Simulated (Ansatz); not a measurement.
# CH5BN2Si: the cost of one run

Program: the Python package of Ansatz 0.2.0. Level of theory: r2SCAN0/def2-SVP. These are calculated values, not measurements.

### 1 Starting point

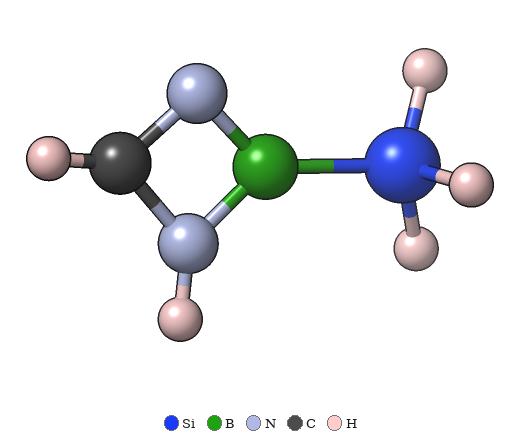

The starting structure, viewed from a chosen angle; silicon blue, boron green, nitrogen light blue, carbon dark grey, hydrogen pink.

Input file ch5bn2si.xyz:

```xyz
10

Si   -1.09970   -1.41200   -0.56770
B     0.07790   -0.08010    0.18420
N     0.45430    0.35760    1.53780
C     1.27520    1.37410    1.07950
N     0.84400    1.07480   -0.30880
H    -2.50040   -0.77470   -0.61610
H    -0.69250   -1.69700   -1.94230
H    -1.11510   -2.56770    0.23790
H     1.80580    2.14950    1.59260
H     1.03360    1.52430   -1.19420
```

### 2 Script

The input, ch5bn2si.py:

```python
import ansatz as az

mol = az.Crystal.molecule_from_extxyz("ch5bn2si.xyz")

setup = mol.calculation()
setup = setup.basis(gaussian="def2-SVP")
setup = setup.functional("r2scan0")
found = {}
for unpaired in [0, 2]:
    summary = setup.spin("collinear", total=unpaired).run().report
    s = unpaired / 2
    found[unpaired] = summary["free_energy_ev"]
    print(f"2S+1 = {unpaired + 1}: E = {found[unpaired]:.5f} eV, <S^2> = {abs(summary['mean_field']['state']['spin_squared']):.3f} (pure state {s * (s + 1):.2f})")
lowest = min(found, key=found.get)
for unpaired, e in found.items():
    print(f"multiplicity {unpaired + 1}: {96.485332 * (e - found[lowest]):.1f} kJ/mol above the lowest")
```

### 3 The run

The run is started by

```
> python ch5bn2si.py
```

Q: Estimate wall time and peak memory on 1 thread of Intel Xeon 6975P-C (Granite Rapids), shared host.

About 23 s, with a peak of 0.39 GiB.
